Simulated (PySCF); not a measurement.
B(OH)2(SH), SMILES B(S)(O)O (H3BO2S) at its B3LYP/def2-SVP optimised geometry (Å):

```
7

B     -0.4517     0.1993     0.0000
O     -1.2445     1.3096     0.0000
H     -0.7815     2.1555    -0.0011
O      0.9150     0.1993     0.0000
H      1.3300     1.0706     0.0006
S     -1.3300    -1.4089     0.0000
H     -0.2035    -2.1555     0.0005
```

Method: B3LYP/def2-TZVP in PySCF. Cells within 0.4 Å of a nucleus heavier than hydrogen are left out (blank, or x).

Map of the HOMO−1 amplitude (bohr^(-3/2)) on the plane z = 0.0 Å; orbital energy -9.08 eV, overall sign arbitrary:

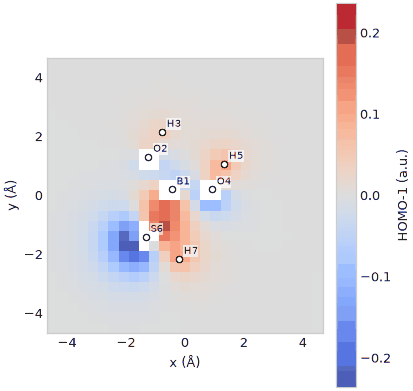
*HOMO−1 amplitude (bohr^(-3/2)) on the plane z = 0.0 Å.*
